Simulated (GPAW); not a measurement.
Computed Sc K edges (GPAW, LDA, excited-electron core hole (neutral cell), supercells with 6.4 to 6.6 Å between holes, Gaussian full width 0.9 eV up to 4 eV, rising linearly to 3.5 eV at 25 eV) of these absorbers are given in random order:
A. Sc3SnC (Pm-3m): 2 C at 2.27 Å (linear, site symmetry 4/mmm)
B. Sc2C (P-3m1): 3 C at 2.28 Å (pyramidal, site symmetry 3m)

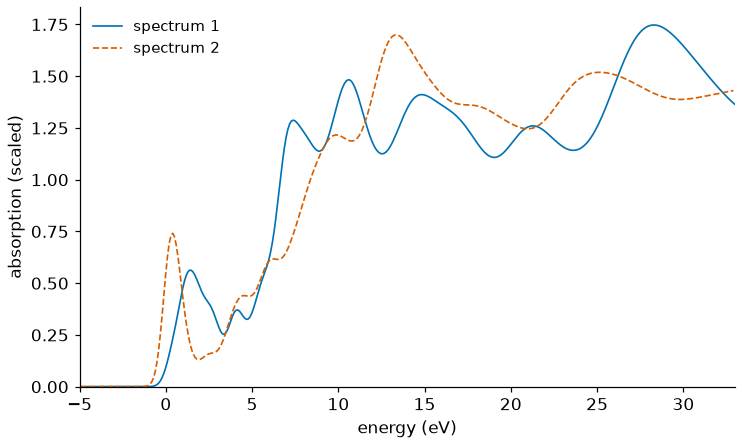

Energy from 4471.6 eV of photon energy (total-energy differences, less 21.7 eV, the free-atom term for the hole's spin); mean of 1 over the first 20 eV. In the free atom LDA prices this hole about 12 eV below PBE, which is itself good to a few eV.

Which spectrum belongs to which crystal?

Spectrum 1 is A (rising edge 4477.6 eV, maxima 1.1 eV (0.56), 3.9 eV (0.37), 10.3 eV (1.48) and 28.0 eV (1.75) above its zero). Spectrum 2 is B (rising edge 4477.6 eV, maxima 0.4 eV (0.74), 13.4 eV (1.70) and 25.1 eV (1.52) above its zero). After the best relative shift (up to 4 eV allowed) the shapes differ by 20 % r.m.s. (of the curve's own r.m.s. level). Between 0 and 30 eV on the axis shown, they part most near 7.2 eV, where Sc3SnC (Pm-3m) is higher by 0.6. The rising edges coincide within 0.3 eV.

Quadrupole 1s→3d transitions, which feed the pre-edge, are not in the dipole spectrum. Lifetime broadening is put in by hand, and intensities beyond about 20 eV depend on it. Meshes are coarse enough for small ripples in Sc3SnC (Pm-3m) and Sc2C (P-3m1). Some cells keep the holes under 6.5 Å apart, so shapes are probably not fully converged. The structures are entries of the Materials Project (computed), used as given.

[Hosts, paths, dates, database ids (printed as entryN), source tags and the programs' standing remarks are cut or masked in the printed files.]
